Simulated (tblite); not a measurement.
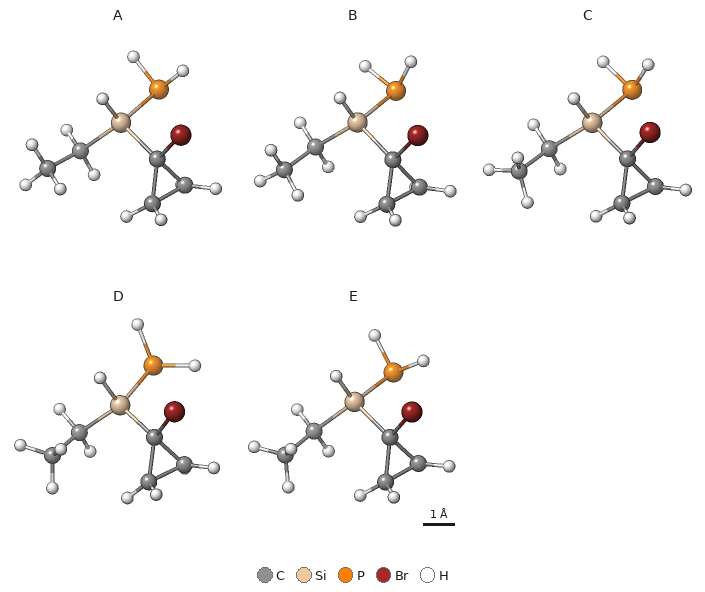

5 geometries from one relaxation of C5H12BrPSi, in shuffled order. The picture is a ball-and-stick view, seen at a tilt.

Level of theory: tblite 0.8.0, GFN2-xTB geometry optimisation, gas phase. 

Put them in the order of the run, from the start to the converged end.

Answer. D, E, C, B, A. They are steps 0, 53, 78, 106, 156, at +89.6 kJ/mol, +10.6 kJ/mol, +7.52 kJ/mol, +2.33 kJ/mol relative to the last. The atom that moves furthest after the best rigid fit is an H atom (1.35 Å). Largest moves by element: H 1.35 Å, Br 0.26 Å, C 0.26 Å, P 0.25 Å, Si 0.13 Å. Some distances before and after: H–P 1.469 → 1.382 Å, C–Si 1.833 → 1.904 Å, C–H 1.130 → 1.089 Å, C–Si 1.866 → 1.906 Å. Bond angles that change, for instance: H–P–H 107.8° → 92.8°, Si–P–H 107.6° → 95.1°, P–Si–H 105.8° → 117.3°. Groups turn about C–C by about 55°. The energy falls by 89.6 kJ/mol in 156 geometry steps.
